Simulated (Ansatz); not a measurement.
# TiC: response to strain

The reference is TiC in the rock salt structure (space group Fm-3m, No. 225; a = 4.293 Å; relaxed with 0.1 eV smearing). Axes: x, y, z lie along the cube axes.

Strains are applied to the cell and any free atomic positions relax.

Calculations: plane-wave PAW DFT at the PBEsol level (Ansatz, a quantum-chemistry and plane-wave program, 420 eV), no spin-orbit coupling.

Notes on the quantities. energy relative to the base: free energy F.

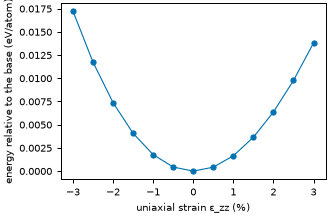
Fig. 1. Energy relative to the base against uniaxial strain ε_zz

### Question
From the plot, what is the energy relative to the base for uniaxial strain ε_zz = −1.50 %?

### Answer
About 0.004 eV/atom.

### Question
Is the trend monotonic over the range shown?

### Answer
No, it turns within the range, spanning 0 meV/atom to +17 meV/atom.

Whether these cells are dynamically stable was not tested. All final runs are without spin polarisation.
